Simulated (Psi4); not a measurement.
**SiPH5O2 (SMILES O[SiH2]OP) at wB97X/6-31G(d) (spherical functions)**

What is the vertical singlet–triplet gap of SiPH5O2 at wB97X/6-31G* (spherical functions)? 

The calculation is run with Psi4 1.11.

## (1) The structure to begin with

The species is SiPH5O2 (9 atoms), meant as a singlet with charge 0. As SMILES, `O[SiH2]OP`. The shape is that of a PBE0-D4/def2-TZVP optimisation. This is one conformer, not always the lowest.

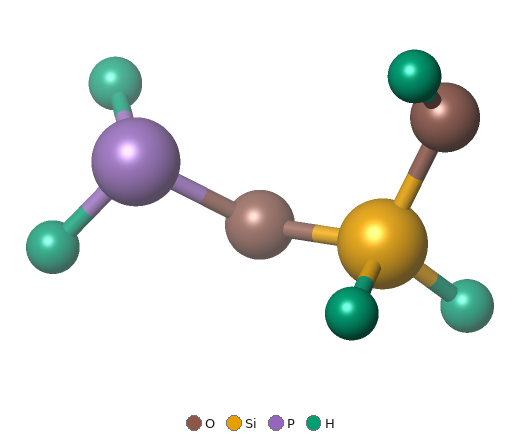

The structure, seen from a chosen angle (oxygen brown, silicon amber, phosphorus purple, hydrogen teal).

## (2) Energy and forces at wB97X/6-31G(d) (spherical functions)

The input, h5o2psi.xyz:

```xyz
9
H5O2PSi
O     -0.307900     1.144300    -1.642900
Si     0.817700     0.562000    -0.606400
O      0.302400    -0.778100     0.201800
P     -0.942200    -0.834900     1.277600
H     -0.998700     1.706900    -1.290600
H      1.170600     1.605300     0.391300
H      1.964500     0.123500    -1.421100
H     -0.305900    -1.590900     2.302600
H     -1.612000    -1.984300     0.770600
```

The input, run.py:

```python
import psi4

psi4.set_memory(2200000000)
psi4.set_num_threads(1)
psi4.core.set_output_file('h5o2psi.out', False)

with open('h5o2psi.xyz') as f:
    atoms = ''.join(f.readlines()[2:])
geom = psi4.geometry('0 1\n' + atoms + 'symmetry c1\nno_reorient\nno_com')

psi4.set_options({
    'basis': '6-31G*',
    'puream': True,
    'e_convergence': 1e-09,
    'd_convergence': 1e-08,
    'scf_type': 'pk',
    'dft_radial_points': 99,
    'dft_spherical_points': 590,
})

e, wfn = psi4.gradient("wb97x", molecule=geom, return_wfn=True)
psi4.oeprop(wfn, "MULLIKEN_CHARGES", "QUADRUPOLE", "WIBERG_LOWDIN_INDICES", title="WB97X")
print('gradient / Eh bohr^-1')
print(e.np.round(6))
print(f'energy = {wfn.energy():.10f} Eh')
```

Started as:

```bash
$ python run.py
```

h5o2psi.out:

```text
[...]
  Running in c1 symmetry.
[...]
  Nuclear repulsion =  233.152845558399036
[...]
  Multiplicity = 1
[...]
  Nalpha       = 25
  Nbeta        = 25
[...]
    Number of basis functions: 74
[...]
   @RKS iter   1:  -784.06361939447277   -5.17638e-01   9.77533e-03 ADIIS/DIIS
[...]
   @RKS iter  12:  -784.27260357537068   -3.06954e-12   3.83890e-09 DIIS
[...]
  @RKS Final Energy:  -784.27260357537068
   => Energetics <=
    Nuclear Repulsion Energy =            233.1528455583990365
    One-Electron Energy =               -1547.7476421118706185
    Two-Electron Energy =                 577.2430107994030095
    DFT Exchange-Correlation Energy =     -46.9208178213021512
    Empirical Dispersion Energy =           0.0000000000000000
    VV10 Nonlocal Energy =                  0.0000000000000000
    Total Energy =                       -784.2726035753706810
[...]
  -Total Gradient:
     Atom            X                  Y                   Z
    ------   -----------------  -----------------  -----------------
       1        0.003616907669    -0.001250499872     0.008221500069
       2       -0.008909583225    -0.002805553171    -0.000604424851
       3       -0.004656046908     0.006971343142     0.001255151507
       4        0.006022069329     0.004517150894    -0.006091565397
       5        0.003482234872    -0.002763762812    -0.001716748711
       6       -0.000576628186    -0.000715594083    -0.000690054875
       7       -0.000367905273    -0.000399296972    -0.000149351443
       8        0.001016993031    -0.001547816069     0.000524590994
       9        0.000128290398    -0.001866421458    -0.000626036859
[...]
 Multipole Moments:
 ------------------------------------------------------------------------------------
     Multipole            Electronic (a.u.)      Nuclear  (a.u.)        Total (a.u.)
 ------------------------------------------------------------------------------------
 L = 1.  Multiply by 2.5417464519 to convert [e a0] to [Debye]
 Dipole X            :          4.3988896           -4.7445354           -0.3456457
 Dipole Y            :          3.7768984           -3.5250951            0.2518033
 Dipole Z            :          0.6497313           -0.1919962            0.4577352
 Magnitude           :                                                    0.6264163
 L = 2.  Multiply by 1.3450342976 to convert [e a0^2] to [Debye ang]
 Quadrupole XX       :       -145.7016171          118.1524264          -27.5491907
 Quadrupole XY       :        -62.8238657           62.9747742            0.1509084
[...]
```

Standard output:

```text
gradient / Eh bohr^-1
[[ 0.003617 -0.00125   0.008222]
 [-0.00891  -0.002806 -0.000604]
 [-0.004656  0.006971  0.001255]
 [ 0.006022  0.004517 -0.006092]
 [ 0.003482 -0.002764 -0.001717]
 [-0.000577 -0.000716 -0.00069 ]
 [-0.000368 -0.000399 -0.000149]
 [ 0.001017 -0.001548  0.000525]
 [ 0.000128 -0.001866 -0.000626]]
energy = -784.2726035754 Eh
```

Run time: 35 s. Hardware: 1 thread of Intel Xeon Platinum 8259CL at 2.50GHz (Skylake/Cascade Lake), shared host; peak memory 1.2 GiB.

## (3) The triplet: the energy at U-wB97X/6-31G(d) (spherical functions)

The input, calc.in:

```
memory 2200 MB

molecule {
  0 3
  O     -0.58184667     2.16241360    -3.10463105
  Si     1.54522905     1.06202608    -1.14592992
  O      0.57145318    -1.47039590     0.38134673
  P     -1.78049995    -1.57773234     2.41431410
  H     -1.88726948     3.22557352    -2.43888054
  H      2.21211340     3.03357735     0.73944983
  H      3.71236697     0.23338118    -2.68548980
  H     -0.57806722    -3.00636529     4.35128337
  H     -3.04623851    -3.74978355     1.45622295
  units bohr
  symmetry c1
}

set {
  basis 6-31G*
  reference uks
  puream true
  e_convergence 1e-09
  d_convergence 1e-08
  scf_type pk
  dft_radial_points 99
  dft_spherical_points 590
  maxiter 100
}

e_tot, wfn = energy("wb97x", return_wfn=True)
oeprop(wfn, "LOWDIN_CHARGES", "QUADRUPOLE", "MAYER_INDICES", title="WB97X")
print_variables()
```

Started as:

```bash
$ psi4 -i calc.in -o calc.out -n 1
```

calc.out:

```text
[...]
  Running in c1 symmetry.
[...]
  Nuclear repulsion =  233.152845786720434
[...]
  Multiplicity = 3
[...]
  Nalpha       = 26
  Nbeta        = 24
[...]
    Number of basis functions: 74
[...]
   @UKS iter   1:  -783.83654183643500   -2.90561e-01   1.04595e-02 DIIS/ADIIS
[...]
   @UKS iter  19:  -784.09374041804926   -1.29603e-11   7.65202e-09 DIIS
[...]
   @S^2 Observed:                2.004734037E+00
[...]
    Orbital Energies [Eh]
    ---------------------
    Alpha Occupied:
       1A    -77.132710     2A    -66.164618     3A    -19.230676
       4A    -19.214042     5A     -6.713962     6A     -5.418868
       7A     -4.877562     8A     -4.872225     9A     -4.872133
      10A     -3.776415    11A     -3.774708    12A     -3.772891
      13A     -1.163377    14A     -1.131445    15A     -0.800395
      16A     -0.684957    17A     -0.610635    18A     -0.581788
      19A     -0.558701    20A     -0.529369    21A     -0.484442
      22A     -0.455537    23A     -0.434273    24A     -0.420093
      25A     -0.409298    26A     -0.175940
    Alpha Virtual:
[...]
  @UKS Final Energy:  -784.09374041804926
   => Energetics <=
    Nuclear Repulsion Energy =            233.1528457867204338
    One-Electron Energy =               -1547.1050523366377547
    Two-Electron Energy =                 576.7593065652433779
    DFT Exchange-Correlation Energy =     -46.9008404333753361
    Empirical Dispersion Energy =           0.0000000000000000
    VV10 Nonlocal Energy =                  0.0000000000000000
    Total Energy =                       -784.0937404180492649
[...]
 Multipole Moments:
 ------------------------------------------------------------------------------------
     Multipole            Electronic (a.u.)      Nuclear  (a.u.)        Total (a.u.)
 ------------------------------------------------------------------------------------
 L = 1.  Multiply by 2.5417464519 to convert [e a0] to [Debye]
 Dipole X            :         -1.5984342            1.3339041           -0.2645300
 Dipole Y            :         -0.4268013            0.8263463            0.3995450
 Dipole Z            :          0.8709260           -0.5023799            0.3685460
 Magnitude           :                                                    0.6045151
 L = 2.  Multiply by 1.3450342976 to convert [e a0^2] to [Debye ang]
 Quadrupole XX       :       -146.5656521          117.7377996          -28.8278525
 Quadrupole XY       :        -63.9812664           62.6623205           -1.3189458
[...]
```

Wall time 43 s (1 thread of Intel Xeon Platinum 8259CL at 2.50GHz (Skylake/Cascade Lake), shared host); peak memory 1.2 GiB.

## (4) Summary of results

Level: wB97X/6-31G* (spherical functions).

| quantity | value |
| --- | --- |
| singlet: total energy | -784.27260 Eh |
| singlet: dipole moment | 1.59 D |
| singlet: HOMO energy | -9.57 eV |
| singlet: LUMO energy | 2.21 eV |
| singlet: HOMO–LUMO gap | 11.79 eV |
| singlet: largest force on an atom | 0.498 eV/Å |
| triplet: total energy | -784.09374 Eh |
| triplet: dipole moment | 1.54 D |
| triplet: HOMO energy (highest over α and β) | -4.79 eV |
| triplet: LUMO energy (lowest over α and β) | -2.72 eV |
| triplet: ⟨S²⟩ | 2.005 |
| vertical energy of the triplet above the singlet | 4.867 eV |

What this shows: At this shape the triplet lies 4.87 eV (112 kcal/mol) above the singlet. The largest force (singlet) is 0.50 eV/Å: the shape isn't a stationary point for this species at this level. Mulliken charges (singlet) run from -0.72 on O1 to +0.85 on Si2.
